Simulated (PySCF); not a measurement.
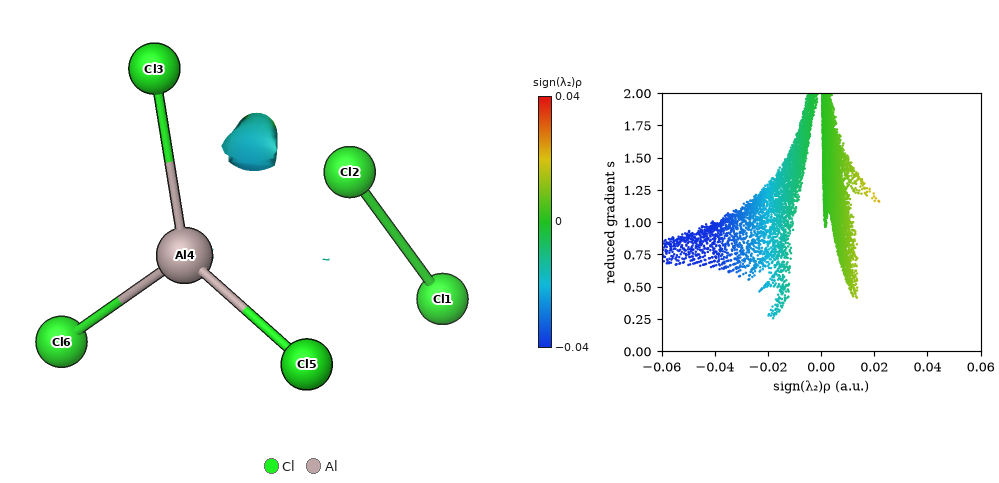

Figure 1: AlCl5, SMILES `ClCl.Cl[Al](Cl)Cl`. Non-covalent interaction surfaces between the fragments (reduced density gradient s = 0.4, coloured by sign(λ₂)ρ in a.u.; trimmed to the region between the fragments where ρ is under 0.06 a.u.). Fragment A: Cl2 (atoms 1–2); fragment B: AlCl3. The plot gives s against sign(λ₂)ρ for grid points between the fragments.

Computed with PySCF, B3LYP/def2-TZVP, geometry: GFN2-xTB. GFN2-xTB bond lengths at metals and heavier atoms can be off by up to 0.1 Å and shapes distorted, which carries into these values.

Interpret the surfaces between the fragments.

Bond critical points between the fragments: Cl2···Al4, 2.61 Å, ρ = 0.023 a.u. It appears blue-green. The pose is a local one from a semi-empirical search, not shown to be the most stable.

How strongly are they bound?

The counterpoise-corrected interaction energy of the frozen fragments is −2.3 kcal/mol without dispersion correction and −7.3 kcal/mol with D3(BJ). The pair geometry is semi-empirical, not a minimum at this level.
